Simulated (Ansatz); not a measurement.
**Fields on a plane of LaB6 (CaB6 type, space group Pm-3m)**

```
LaB6
1.0
    4.12989     0.00000     0.00000
    0.00000     4.12989     0.00000
    0.00000     0.00000     4.12989
La B
1 6
Cartesian
  0.00000   0.00000   0.00000
  0.82439   2.06495   2.06495
  3.30550   2.06495   2.06495
  2.06495   2.06495   0.82439
  2.06495   2.06495   3.30550
  2.06495   0.82439   2.06495
  2.06495   3.30550   2.06495
```

The slice is a {100} plane (indices of the conventional cell) through the point (0.500, 0.500, 0.200) (fractional), spanned by u = [100] and v = [010] in vectors of this cell: u (4.13 Å) and v (4.13 Å, at 90° to u). It covers one period; positions are fractions (u, v).

Atoms on it: B at (0.00, 0.00). Other atoms lie within 1 Å of the plane.

Calculation: PBEsol (plane waves to 420 eV, PAW, scalar-relativistic; Ansatz, a first-principles code). k mesh 11×11×11. Inside the PAW spheres the values are not all-electron values, and peaks at nuclei hang on which shells count as valence. LaB6 is run without spin polarisation. LaB6 was relaxed with its symmetry unable to fall.

```
|xx0256765433222223345676520x|
|x013566654322111223456665310|
|1235666543211111112345666532|
|4556666532100000001235666655|
|6666665321000000000123566666|
|7766653210000000000012356667|
|6665532100001111100001235566|
|5554321000123343321000123455|
|4443210001245676542100012344|
|3332100012468888864210001233|
|3321000024689999986420000123|
|2221000135899999998531000122|
|2211000136899999998631000112|
|2211000147899999998741000112|
|2211000136899999998631000112|
|2221000135899999998531000122|
|3321000024689999986420000123|
|3332100012468888864210001233|
|4443210001245676542100012344|
|5554321000123343321000123455|
|6665532100001111100001235566|
|7766653210000000000012356667|
|6666665321000000000123566666|
|4556666532100000001235666655|
|1235666543211111112345666532|
|x013566654322111223456665310|
|xx0256765433222223345676520x|
|xxx14676543322222334567641xx|
```
Scale: ten equal steps from 0.07 (start of '0') to 0.86 (end of '9'), in the order '0123456789'. Values: electron localisation function (ELF). The map has 28 points along u (one character each, u = 0 at the left) and 28 along v (v = 0 in the bottom row). Points within 0.3 Å of a nucleus are blanked (x), as the pseudised field means little there.

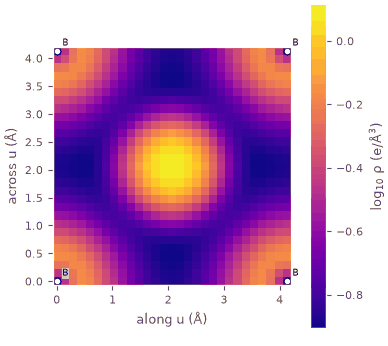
Log₁₀ of the valence density in e/Å³, one period of the plane, atoms marked. The scale is logarithmic, as a density can span decades between atoms and voids.
